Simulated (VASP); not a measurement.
# Te2Mo: accuracy against cost in the number of MPI ranks and k-mesh

A convergence test on Te2Mo: the number of MPI ranks and k-mesh. The series runs use LDA. The number of MPI ranks tried: 1 ranks; 2 ranks; 4 ranks; 8 ranks. The k-mesh tried: 2 2 1; 3 3 1; 4 4 1; 5 5 1; 6 6 2; 9 9 2; 11 11 3; 13 13 3. The start is a cell from a database of measured crystal structures.

Method: LDA; plane waves and PAW (Te, Mo_sv), in VASP 6.6.1.

**1. Set-up**

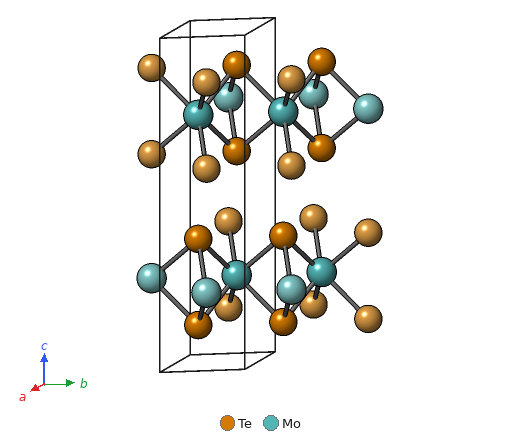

The starting structure, seen slightly off an axis (tellurium orange, molybdenum teal). 1×2×1 cells are drawn. Some periodic images of atoms are drawn too.

**2. Number of MPI ranks: 1 ranks**

The same run on more MPI ranks shows how well it scales. LDA, the lowest rung, knows the local density alone.

The input, INCAR:

```
SYSTEM = Te2Mo
PREC = Accurate
ENCUT = 400
EDIFF = 1E-06
NELM = 100
ISMEAR = -1
SIGMA = 0.05
LREAL = .FALSE.
ALGO = Normal
GGA = CA
NBANDS = 32
LASPH = .TRUE.
LORBIT = 11
LWAVE = .FALSE.
LCHARG = .FALSE.
ISIF = 2
```

The input, POSCAR:

```
Te2Mo
1.0
    3.5182000000      0.0000000000      0.0000000000
   -1.7591000000      3.0468505756      0.0000000000
    0.0000000000      0.0000000000     13.9736000000
Te Mo
4 2
Direct
    0.3333333333      0.6666666667      0.6210000000
    0.6666666667      0.3333333333      0.1210000000
    0.3333333333      0.6666666667      0.8790000000
    0.6666666667      0.3333333333      0.3790000000
    0.3333333333      0.6666666667      0.2500000000
    0.6666666667      0.3333333333      0.7500000000
```

The input, KPOINTS:

```
Automatic mesh
0
Gamma
7 7 2
0 0 0
```

The projector-augmented-wave data sets are Te and Mo_sv (PBE family, release 64).

Command:

```bash
$ mpirun -np 1 vasp_std
```

Log:

```text
[banner, memory and clock lines left out]
running    1 mpi-ranks, on    1 nodes
 distrk:  each k-point on    1 cores,    1 groups
 distr:  one band on    1 cores,    1 groups

 POSCAR found type information on POSCAR TeMo
 POSCAR found :  2 types and       6 ions
|                                                                             |
|               ----> ADVICE to this user running VASP <----                  |
|                                                                             |
|     You enforced a specific xc type in the INCAR file but a different       |
|     [... a line on the potential file left out ...]
|     I HOPE YOU KNOW WHAT YOU ARE DOING!                                     |
|                                                                             |

 LDA part: xc-table for (Slater(with rela. corr.)+CA(PZ))
 , standard interpolation
 POSCAR, INCAR and KPOINTS ok, starting setup
 FFT: planning ... GRIDC
 FFT: planning ... GRID_SOFT
 FFT: planning ... GRID
 WAVECAR not read
 entering main loop
       N       E                     dE             d eps       ncg     rms          rms(c)
DAV:   1     0.332990276628E+03    0.33299E+03   -0.24294E+04  1248   0.119E+03
DAV:   2    -0.231271560860E+02   -0.35612E+03   -0.34761E+03  1296   0.307E+02
DAV:   3    -0.425013869525E+02   -0.19374E+02   -0.19136E+02  1272   0.604E+01
DAV:   4    -0.429582605862E+02   -0.45687E+00   -0.45587E+00  1256   0.942E+00
DAV:   5    -0.429711080119E+02   -0.12847E-01   -0.12844E-01  1376   0.156E+00    0.233E+01
DAV:   6    -0.419733871187E+02    0.99772E+00   -0.10159E+01  1128   0.159E+01    0.897E+00
DAV:   7    -0.418227555657E+02    0.15063E+00   -0.87707E+00  1096   0.126E+01    0.662E+00
DAV:   8    -0.413566656379E+02    0.46609E+00   -0.16686E+00  1208   0.605E+00    0.313E+00
DAV:   9    -0.413516763104E+02    0.49893E-02   -0.26001E-01  1344   0.227E+00    0.120E+00
DAV:  10    -0.413442465204E+02    0.74298E-02   -0.46170E-02  1216   0.113E+00    0.297E-01
DAV:  11    -0.413443255576E+02   -0.79037E-04   -0.25716E-03  1280   0.246E-01    0.250E-01
DAV:  12    -0.413442748545E+02    0.50703E-04   -0.23259E-04  1232   0.790E-02    0.156E-01
DAV:  13    -0.413442358929E+02    0.38962E-04   -0.12698E-04  1336   0.586E-02    0.707E-02
DAV:  14    -0.413442344567E+02    0.14361E-05   -0.56326E-06  1104   0.103E-02    0.455E-02
DAV:  15    -0.413442333113E+02    0.11454E-05   -0.17935E-06   840   0.722E-03    0.229E-02
DAV:  16    -0.413442328572E+02    0.45413E-06   -0.14988E-06   792   0.500E-03
   1 F= -.41344233E+02 E0= -.41344217E+02  d E =-.308969E-04
```

The job ended after 34 s (1 MPI rank of Intel Xeon Platinum 8488C (Sapphire Rapids), shared host; peak memory 0.2 GiB).

Lines that name or quote the potential files are left out of all logs, and their timing lines are given in words.

Parts of OUTCAR (step 2):

```text
ion  position               nearest neighbor table
   1  0.333  0.667  0.621-   6 2.72   6 2.72   6 2.72   3 3.61
   2  0.667  0.333  0.121-   5 2.72   5 2.72   5 2.72   4 3.61
   3  0.333  0.667  0.879-   6 2.72   6 2.72   6 2.72   1 3.61
   4  0.667  0.333  0.379-   5 2.72   5 2.72   5 2.72   2 3.61
   5  0.333  0.667  0.250-   2 2.72   4 2.72   2 2.72   4 2.72   2 2.72   4 2.72
   6  0.667  0.333  0.750-   1 2.72   3 2.72   1 2.72   3 2.72   1 2.72   3 2.72

  LATTYP: Found a hexagonal cell.
 ALAT       =     3.5182000000
 C/A-ratio  =     3.9718037633

 Subroutine GETGRP returns: Found 24 space group operations
 (whereof 12 operations were pure point group operations)

The static configuration has the point symmetry D_3d.
 The point group associated with its full space group is D_6h.

 Found     16 irreducible k-points:

   k-points           NKPTS =     16   k-points in BZ     NKDIM =     16   number of bands    NBANDS=     32

   dimension x,y,z NGX =    24 NGY =   24 NGZ =   96
   dimension x,y,z NGXF=    48 NGYF=   48 NGZF=  192

   ENCUT  =  400.0 eV  29.40 Ry    5.42 a.u.   5.74  5.74 22.79*2*pi/ulx,y,z

   NELECT =      52.0000    total number of electrons

 k-points in reciprocal lattice and weights: Automatic mesh
   0.00000000  0.00000000  0.00000000       0.010
   0.14285714 -0.00000000  0.00000000       0.061
   0.28571429  0.00000000  0.00000000       0.061
   0.42857143  0.00000000  0.00000000       0.061
   0.14285714  0.14285714  0.00000000       0.061
   0.28571429  0.14285714  0.00000000       0.122
   0.42857143  0.14285714  0.00000000       0.061
   0.28571429  0.28571429  0.00000000       0.061
   0.00000000  0.00000000  0.50000000       0.010
[...]
0.42857143  0.14285714  0.50000000       0.061
   0.28571429  0.28571429  0.50000000       0.061

 average (electrostatic) potential at core
       1 -85.9738       2 -85.9738       3 -85.9738       4 -85.9738       5 -73.2445
       6 -73.2445

 E-fermi :   8.2374

 k-point     1 :       0.0000    0.0000    0.0000
  band No.  band energies     occupation
    ...
     22       6.8109      2.00000
     23       6.8462      2.00000
     24       6.8462      2.00000
     25       7.5767      2.00000
     26       7.8830      1.99833
     27      10.7715      0.00000
     28      10.7715      0.00000
     29      10.9027      0.00000
     30      10.9027      0.00000
     31      10.9978      0.00000
    ...

 k-point     2 :       0.1429   -0.0000    0.0000
  band No.  band energies     occupation
    ...
     22       6.5085      2.00000
     23       6.7287      2.00000
     24       6.8655      2.00000
     25       7.5594      2.00000
     26       7.7363      1.99991
     27       9.9138      0.00000
     28      10.0637      0.00000
     29      10.1216      0.00000
     30      10.1769      0.00000
     31      10.4112      0.00000
    ...

 k-point     3 :       0.2857    0.0000    0.0000
  band No.  band energies     occupation
    ...
     22       6.6742      2.00000
     23       6.7834      2.00000
     24       6.8422      2.00000
     25       6.8492      2.00000
     26       6.8852      2.00000
     27       8.9490      0.00000
     28       9.5532      0.00000
     29       9.5951      0.00000
     30       9.8408      0.00000
     31       9.8580      0.00000
    ...

  Total       -2.5420416     -2.5420416     -2.3005495      0.0000000      0.0000000     -0.0000000
  in kB      -27.1902532    -27.1902532    -24.6071984      0.0000000      0.0000000     -0.0000000
  external PRESSURE =     -26.3292349 kB  Pullay stress =       0.0000000 kB

  energy-cutoff  :      400.00
  volume of cell :      149.79
      direct lattice vectors                 reciprocal lattice vectors
     3.518200000  0.000000000  0.000000000     0.284236257  0.164103880  0.000000000
    -1.759100000  3.046850576  0.000000000     0.000000000  0.328207759  0.000000000
     0.000000000  0.000000000 13.973600000     0.000000000  0.000000000  0.071563520

 POSITION                                       TOTAL-FORCE (eV/Angst)
 -----------------------------------------------------------------------------------
     -0.00000      2.03123      8.67761         0.000000     -0.000000      0.200321
      1.75910      1.01562      1.69081         0.000000     -0.000000      0.200321
     -0.00000      2.03123     12.28279         0.000000     -0.000000     -0.200321
      1.75910      1.01562      5.29599         0.000000     -0.000000     -0.200321
     -0.00000      2.03123      3.49340        -0.000000      0.000000      0.000000
      1.75910      1.01562     10.48020        -0.000000      0.000000      0.000000
 -----------------------------------------------------------------------------------
    total drift:                               -0.000000      0.000000     -0.000000

  FREE ENERGIE OF THE ION-ELECTRON SYSTEM (eV)
  ---------------------------------------------------
  free  energy   TOTEN  =       -41.3442328572 eV

  energy  without entropy=      -41.3442019603  energy(sigma->0) =      -41.34421741

 total charge
# of ion       s       p       d       tot
------------------------------------------
    1        1.393   1.974   0.064   3.431
    2        1.393   1.974   0.064   3.431
    3        1.393   1.974   0.064   3.431
    4        1.393   1.974   0.064   3.431
    5        2.259   6.145   4.012  12.415
    6        2.259   6.145   4.012  12.415
--------------------------------------------------
tot         10.090  20.188   8.277  38.556

[... 3 further parts left out ...]
```

This run has no spin polarisation, although Mo can carry a moment. The gap is read on the k-mesh alone, so it is an upper bound where the band edges lie off the mesh. Spin-orbit coupling is off here; with elements this heavy it splits and shifts levels by tenths of an eV or more. The PAW data sets were made with PBE, though LDA sets exist; this is a small mismatch.

Numbers from this step:

- SCF cycles: 16
- electrons: 52
- bands: 32
- irreducible k-points: 16
- symmetry operations: 24
- free energy (TOTEN): -41.34 eV
- Fermi energy: 8.237 eV
- pressure: -2.633 GPa
- metallic: no
- valence top at k: 0, 0, 0
- conduction bottom at k: 0.2857, 0.1429, 0
- least direct gap at k: 0.2857, 0.2857, 0
- gap on the k-mesh: 0.8032 eV
- least direct gap on the k-mesh: 1.247 eV

The series starts at -6.8907 eV an atom and -2.63 GPa, after 16 cycles in 34 s.

**3. Number of MPI ranks: 2 ranks**

INCAR: that of step 2 with these lines changed.

```diff
@@ -15,2 +15,3 @@
 LCHARG = .FALSE.
+KPAR = 2
 ISIF = 2
```

POSCAR is that of step 2.

KPOINTS is that of step 2.

Command:

```bash
$ mpirun -np 2 vasp_std
```

Log:

```text
[banner, memory and clock lines left out]
running    2 mpi-ranks, on    1 nodes
[...]
[... a notice as in an earlier step ...]

 LDA part: xc-table for (Slater(with rela. corr.)+CA(PZ))
 , standard interpolation
 POSCAR, INCAR and KPOINTS ok, starting setup
[...]
entering main loop
       N       E                     dE             d eps       ncg     rms          rms(c)
[... 5 cycles as in an earlier step ...]
DAV:   6    -0.419733871188E+02    0.99772E+00   -0.10159E+01  1128   0.159E+01    0.897E+00
DAV:   7    -0.418227555658E+02    0.15063E+00   -0.87707E+00  1096   0.126E+01    0.662E+00
DAV:   8    -0.413566656380E+02    0.46609E+00   -0.16686E+00  1208   0.605E+00    0.313E+00
[... 2 cycles as in an earlier step ...]
DAV:  11    -0.413443255574E+02   -0.79037E-04   -0.25716E-03  1280   0.246E-01    0.250E-01
DAV:  12    -0.413442748546E+02    0.50703E-04   -0.23259E-04  1232   0.790E-02    0.156E-01
[... 1 cycle as in an earlier step ...]
DAV:  14    -0.413442344569E+02    0.14360E-05   -0.56326E-06  1104   0.103E-02    0.455E-02
DAV:  15    -0.413442333112E+02    0.11457E-05   -0.17935E-06   840   0.722E-03    0.229E-02
DAV:  16    -0.413442328572E+02    0.45403E-06   -0.14988E-06   792   0.500E-03
   1 F= -.41344233E+02 E0= -.41344217E+02  d E =-.308969E-04
```

Wall time 19 s (2 MPI ranks); peak memory 0.39 GiB.

OUTCAR, selected parts (step 3):

```text
  Total       -2.5420416     -2.5420416     -2.3005494      0.0000000      0.0000000      0.0000000
  in kB      -27.1902533    -27.1902533    -24.6071981      0.0000000      0.0000000      0.0000000
  external PRESSURE =     -26.3292349 kB  Pullay stress =       0.0000000 kB

 POSITION                                       TOTAL-FORCE (eV/Angst)
 -----------------------------------------------------------------------------------
     -0.00000      2.03123      8.67761        -0.000000      0.000000      0.200321
      1.75910      1.01562      1.69081        -0.000000      0.000000      0.200321
     -0.00000      2.03123     12.28279        -0.000000      0.000000     -0.200321
      1.75910      1.01562      5.29599        -0.000000      0.000000     -0.200321
     -0.00000      2.03123      3.49340         0.000000     -0.000000      0.000000
      1.75910      1.01562     10.48020         0.000000      0.000000      0.000000
 -----------------------------------------------------------------------------------
    total drift:                               -0.000000      0.000000     -0.000000

[... 4 parts as in an earlier step ...]

[... 1 further part left out ...]
[key lines of the parts left out:]
E-fermi :   8.2374
```

Against the first of the series the energy stays within 0.01 meV an atom and the pressure within 0.01 GPa, after 16 cycles in 19 s.

**4. Number of MPI ranks: 4 ranks**

INCAR: that of step 3 with these lines changed.

```diff
@@ -15,3 +15,3 @@
 LCHARG = .FALSE.
-KPAR = 2
+KPAR = 4
 ISIF = 2
```

POSCAR is that of step 3.

KPOINTS is that of step 3.

Command:

```bash
$ mpirun -np 4 vasp_std
```

Log:

```text
[banner, memory and clock lines left out]
running    4 mpi-ranks, on    1 nodes
[...]
[... a notice as in an earlier step ...]

 LDA part: xc-table for (Slater(with rela. corr.)+CA(PZ))
 , standard interpolation
 POSCAR, INCAR and KPOINTS ok, starting setup
[...]
entering main loop
       N       E                     dE             d eps       ncg     rms          rms(c)
[... 7 cycles as in an earlier step ...]
DAV:   8    -0.413566656381E+02    0.46609E+00   -0.16686E+00  1208   0.605E+00    0.313E+00
DAV:   9    -0.413516763103E+02    0.49893E-02   -0.26001E-01  1344   0.227E+00    0.120E+00
[... 2 cycles as in an earlier step ...]
DAV:  12    -0.413442748544E+02    0.50703E-04   -0.23259E-04  1232   0.790E-02    0.156E-01
DAV:  13    -0.413442358930E+02    0.38961E-04   -0.12698E-04  1336   0.586E-02    0.707E-02
DAV:  14    -0.413442344568E+02    0.14361E-05   -0.56326E-06  1104   0.103E-02    0.455E-02
DAV:  15    -0.413442333112E+02    0.11456E-05   -0.17935E-06   840   0.722E-03    0.229E-02
DAV:  16    -0.413442328572E+02    0.45398E-06   -0.14988E-06   792   0.500E-03
   1 F= -.41344233E+02 E0= -.41344217E+02  d E =-.308969E-04
```

It took 12 s on 4 MPI ranks; peak memory 0.8 GiB; 44 s of CPU time.

From OUTCAR (step 4):

```text
  Total       -2.5420416     -2.5420416     -2.3005495      0.0000000      0.0000000      0.0000000
  in kB      -27.1902532    -27.1902532    -24.6071984      0.0000000      0.0000000      0.0000000
  external PRESSURE =     -26.3292349 kB  Pullay stress =       0.0000000 kB

 POSITION                                       TOTAL-FORCE (eV/Angst)
 -----------------------------------------------------------------------------------
     -0.00000      2.03123      8.67761        -0.000000     -0.000000      0.200321
      1.75910      1.01562      1.69081        -0.000000      0.000000      0.200321
     -0.00000      2.03123     12.28279        -0.000000      0.000000     -0.200321
      1.75910      1.01562      5.29599        -0.000000      0.000000     -0.200321
     -0.00000      2.03123      3.49340         0.000000      0.000000     -0.000000
      1.75910      1.01562     10.48020         0.000000     -0.000000     -0.000000
 -----------------------------------------------------------------------------------
    total drift:                               -0.000000      0.000000     -0.000000

  energy  without entropy=      -41.3442019604  energy(sigma->0) =      -41.34421741

[... 3 parts as in an earlier step ...]

[... 1 further part left out ...]
[key lines of the parts left out:]
E-fermi :   8.2374
```

Against the first of the series the energy stays within 0.01 meV an atom and the pressure within 0.01 GPa, after 16 cycles in 12 s.

**5. Number of MPI ranks: 8 ranks**

INCAR: that of step 4 with these lines changed.

```diff
@@ -15,3 +15,3 @@
 LCHARG = .FALSE.
-KPAR = 4
+KPAR = 8
 ISIF = 2
```

POSCAR is that of step 4.

KPOINTS is that of step 4.

Command:

```bash
$ mpirun -np 8 vasp_std
```

Log:

```text
[banner, memory and clock lines left out]
running    8 mpi-ranks, on    1 nodes
[...]
|                                                                             |
|           W    W    AA    RRRRR   N    N  II  N    N   GGGG   !!!           |
|           W    W   A  A   R    R  NN   N  II  NN   N  G    G  !!!           |
|           W    W  A    A  R    R  N N  N  II  N N  N  G       !!!           |
|           W WW W  AAAAAA  RRRRR   N  N N  II  N  N N  G  GGG   !            |
|           WW  WW  A    A  R   R   N   NN  II  N   NN  G    G                |
|           W    W  A    A  R    R  N    N  II  N    N   GGGG   !!!           |
|                                                                             |
|     For optimal performance we recommend to set                             |
|       NCORE = 2 up to number-of-cores-per-socket                            |
|     NCORE specifies how many cores store one orbital (NPAR=cpu/NCORE).      |
|     This setting can greatly improve the performance of VASP for DFT.       |
|     The default, NCORE=1 might be grossly inefficient on modern             |
|     multi-core architectures or massively parallel machines. Do your        |
|     Unfortunately you need to use the default for GW and RPA                |
|     calculations (for HF NCORE is supported but not extensively tested      |
|     yet).                                                                   |
|                                                                             |

 [... a notice as in an earlier step ...]

 LDA part: xc-table for (Slater(with rela. corr.)+CA(PZ))
 , standard interpolation
 POSCAR, INCAR and KPOINTS ok, starting setup
[...]
entering main loop
       N       E                     dE             d eps       ncg     rms          rms(c)
[... 9 cycles as in an earlier step ...]
DAV:  10    -0.413442465205E+02    0.74298E-02   -0.46170E-02  1216   0.113E+00    0.297E-01
[... 2 cycles as in an earlier step ...]
DAV:  13    -0.413442358930E+02    0.38962E-04   -0.12698E-04  1336   0.586E-02    0.707E-02
DAV:  14    -0.413442344569E+02    0.14361E-05   -0.56326E-06  1104   0.103E-02    0.455E-02
DAV:  15    -0.413442333113E+02    0.11456E-05   -0.17935E-06   840   0.722E-03    0.229E-02
DAV:  16    -0.413442328572E+02    0.45412E-06   -0.14988E-06   792   0.500E-03
   1 F= -.41344233E+02 E0= -.41344217E+02  d E =-.308969E-04
```

Elapsed: 8.8 s, on 8 MPI ranks; peak memory 1.8 GiB; 58 s of CPU time.

Parts of OUTCAR (step 5):

```text
  Total       -2.5420416     -2.5420416     -2.3005495      0.0000000     -0.0000000      0.0000000
  in kB      -27.1902531    -27.1902531    -24.6071982      0.0000000     -0.0000000      0.0000000
  external PRESSURE =     -26.3292348 kB  Pullay stress =       0.0000000 kB

 POSITION                                       TOTAL-FORCE (eV/Angst)
 -----------------------------------------------------------------------------------
     -0.00000      2.03123      8.67761         0.000000     -0.000000      0.200321
      1.75910      1.01562      1.69081        -0.000000      0.000000      0.200321
     -0.00000      2.03123     12.28279         0.000000     -0.000000     -0.200321
      1.75910      1.01562      5.29599        -0.000000     -0.000000     -0.200321
     -0.00000      2.03123      3.49340        -0.000000      0.000000      0.000000
      1.75910      1.01562     10.48020         0.000000     -0.000000      0.000000
 -----------------------------------------------------------------------------------
    total drift:                               -0.000000      0.000000     -0.000000

[... 4 parts as in an earlier step ...]

[... 1 further part left out ...]
[key lines of the parts left out:]
E-fermi :   8.2374
```

Against the first of the series the energy stays within 0.01 meV an atom and the pressure within 0.01 GPa, after 16 cycles in 8.8 s.

[end of part 1 of 3]

[Lines on the potential files, build, host, timing and source positions are cut from VASP's logs without a mark.]

[Logs are printed without paths, hosts, clocks, repeated set-up lines and the standing remarks that a program may print on its own settings, such as how far it seeks lower states.]

[Hosts, paths, dates, database ids (printed as entryN), source tags and the programs' standing remarks are cut or masked in the printed files.]

[A measured line is paired with the nearest computed mode of its activity, which favours agreement.]
